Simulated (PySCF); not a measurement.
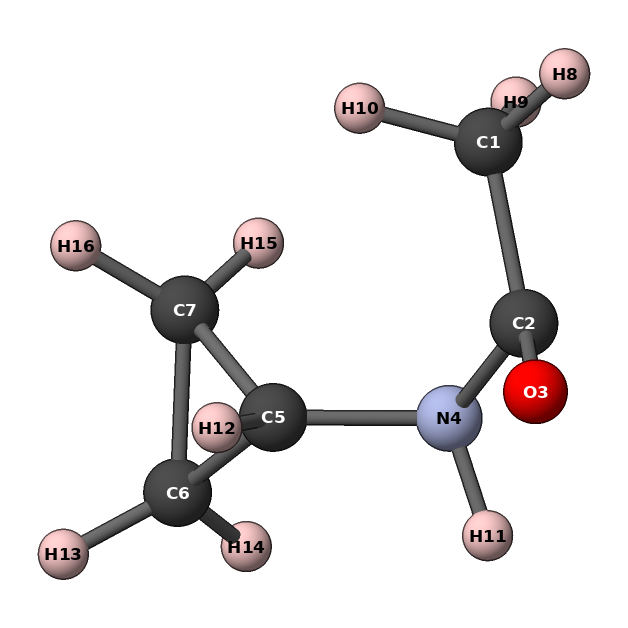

The questions are on Mulliken spin populations. The species has charge −1 and is a spin doublet. Computed geometry: GFN2-xTB optimisation. No frequency run is at hand to confirm it as a minimum. Method: UKS B3LYP, pcH-1 on C H N O, non-relativistic (PySCF 2.14.0).

Give the Mulliken spin populations atom by atom.

```tsv
atom	value (e)
C1	−0.04
C2	0.58
O3	0.28
N4	−0.01
C5	0.03
C6	0.01
C7	0.00
H8	0.00
H9	0.00
H10	0.12
H11	0.00
H12	0.00
H13	0.00
H14	0.01
H15	0.01
H16	0.01
```

Mulliken values depend strongly on the basis set.
